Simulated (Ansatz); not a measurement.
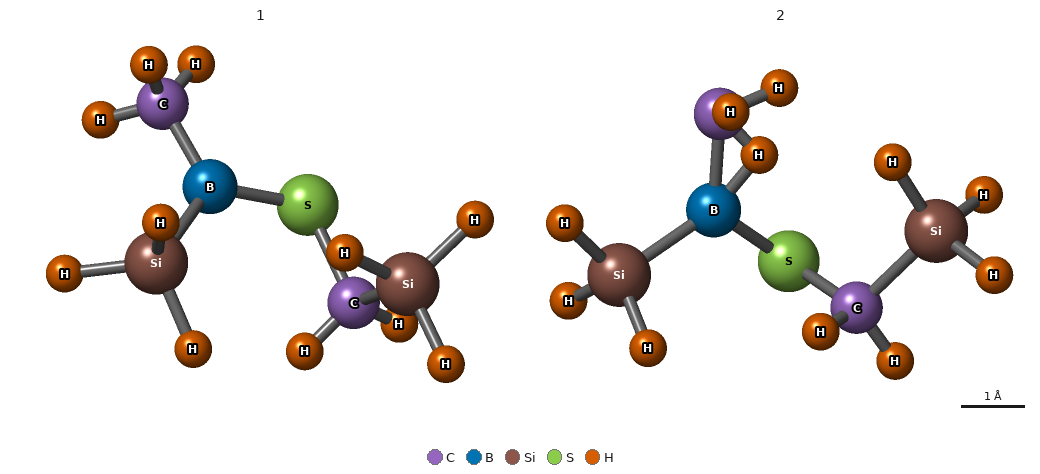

Two geometries of C2H11BSSi2, drawn at one scale. One is the start of a relaxation, the other its converged end. A ball-and-stick model, seen face on.

Level of theory: RKS PBE-D4/6-31G* (Ansatz 0.2.0). (no spin polarisation; force threshold 0.02 eV/Å; at most 50 steps)

> Which geometry has the lower energy?

Structure 1 is the relaxed one. The run prepares an end point of a later path (hydrogen shift) calculation, from a guessed geometry. Over 40 accepted moves (41 points after the start) the energy falls by 516.2 kJ/mol. The largest force component goes from 9.3 to 0.011 eV/Å. The line search rejected the trial step at point 19 of the run. The forces were under the threshold at step 35, but the run went on from there. The atom that moves furthest after the best rigid fit is an H atom (3.11 Å). By element the largest moves are H 3.11 Å, C 1.18 Å, Si 1.17 Å, S 1.11 Å, B 0.46 Å. Some distances before and after: B–H 1.170 → 2.222 Å, C–H 0.934 → 1.107 Å, B–Si 1.917 → 2.029 Å, H–Si 1.442 → 1.506 Å. Bonds break, among them: B–H (1.17 → 2.22 Å). Bond angles that change, for instance: B–C–H 46.0° → 110.2°, H–C–H 66.2° → 107.9°, B–S–C 98.5° → 108.6°. Groups turn about B–S by about 85°, B–Si by about 70°. The run took 59 s on 2 threads of AMD EPYC 9R45 96-Core Processor (Zen 5), with other jobs on the host, peak memory 0.21 GiB.
